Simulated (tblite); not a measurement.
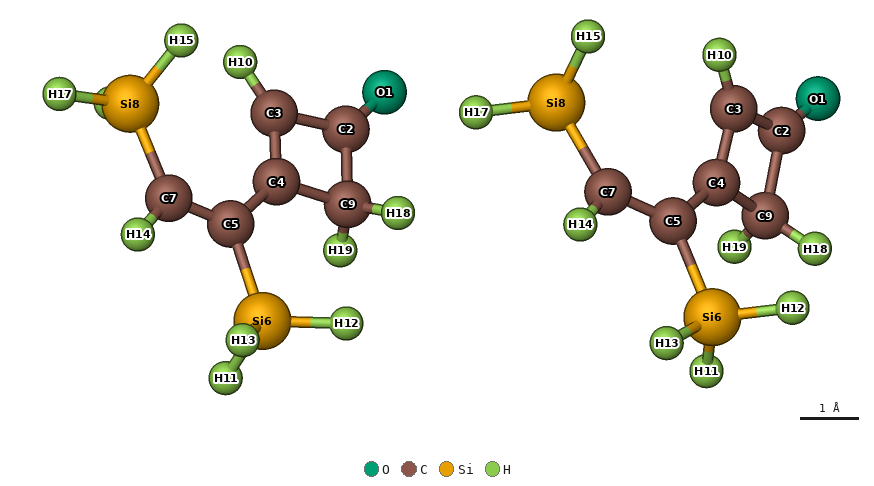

Two geometries of C6H10OSi2, drawn at one scale. One is the start of a relaxation, the other its converged end. A ball-and-stick model, seen at a tilt.

Level of theory: tblite, GFN2-xTB geometry optimisation, gas phase. 

Question: Which geometry has the lower energy?

Answer: The right one is the relaxed one. The atom that moves furthest after the best rigid fit is an H atom (1.11 Å). Largest moves by element: H 1.11 Å, C 0.54 Å, Si 0.29 Å, O 0.13 Å. Among the contacts that change: C–C 1.467 → 1.547 Å, C–Si 1.823 → 1.887 Å, C–O 1.256 → 1.199 Å, C–Si 1.849 → 1.902 Å. Bond angles that change, for instance: C–C–H 140.5° → 133.9°, C–C–H 127.5° → 133.4°, C–C–H 110.0° → 115.3°. Groups turn about C–C by about 35°, C–Si by about 25°, C–Si by about 25°. After 184 geometry steps the energy has fallen by 0.672 eV.
